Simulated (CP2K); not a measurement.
Consider acylium at its PBE geometry (Å).

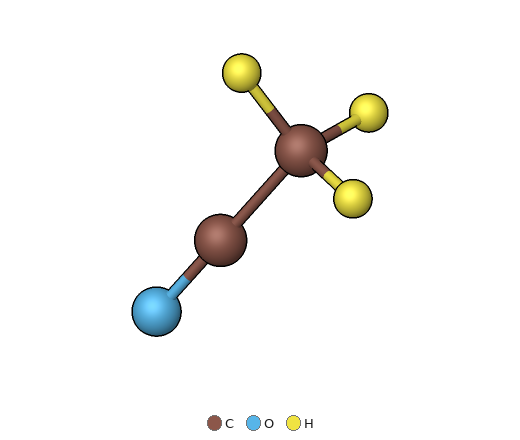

The molecule (carbon brown, oxygen blue, hydrogen yellow).

```xyz
6

C    -0.4843   -0.0012   -0.0132
C     0.9350    0.0052    0.0238
O     2.0644    0.0068    0.0536
H    -0.8167   -0.7833   -0.7206
H    -0.8622   -0.2198    1.0029
H    -0.8361    0.9923   -0.3465
```

Method: CP2K XAS_TDP, all-electron GAPW, PBEh(45%), aug-cc-pVTZ, TDA, GW2X-corrected core level, no relativity.

Question: Predict the bright core excitations at the C K edge.

Leading lines: C1 292.97 eV and C2 289.68 eV. The leading line of an atom is its first one with 35 % of the strongest within 2.5 eV of its lowest line over the strength cut. Core ionisation energies at this level: C1 299.94 and C2 304.84 eV.

The first six lines of each atom with a strength over 0.0015:

```csv
atom,energy (eV),states,"strength, one atom",above the computed threshold
C1 (bonded to C and 3 H),291.28,1,0.0301,
,292.32,1,0.0300,
,292.97,2,0.0905,
,294.43,1,0.0028,
,296.38,2,0.0067,
,296.40,1,0.0017,
C2 (bonded to C and O),289.68,2,0.1596,
,298.60,1,0.0051,
,299.78,1,0.0025,
,299.80,2,0.0110,
,301.21,2,0.0069,
,303.57,2,0.0093,
```

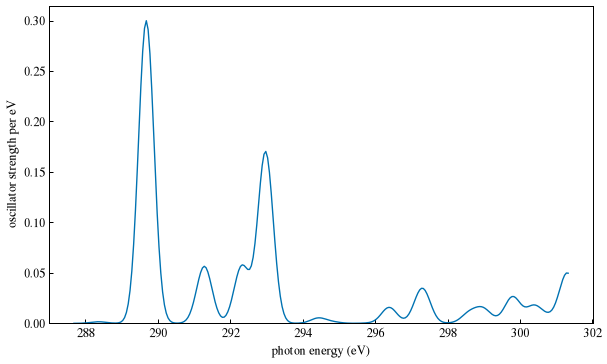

All atoms added, broadened by 0.5 eV.

Lines are vertical, at one geometry, with no vibrational structure. GW2X ionisation energies and lines can be off by 1 to 2 eV either way, and a good line position may hide errors that cancel. These values hold no scalar relativity, about 0.1 eV for C 1s. Rydberg lines, and the discretised continuum above threshold, depend on the basis and the box. The ion (charge +1) is isolated, with no counter-ion or solvent.

[Banner, clock and machine lines of the logs are left out without a mark of their own.]

[Logs are printed without paths, hosts, clocks, repeated set-up lines and the standing remarks that a program may print on its own settings, such as how far it seeks lower states.]

[Hosts, paths, dates, database ids (printed as entryN), source tags and the programs' standing remarks are cut or masked in the printed files.]
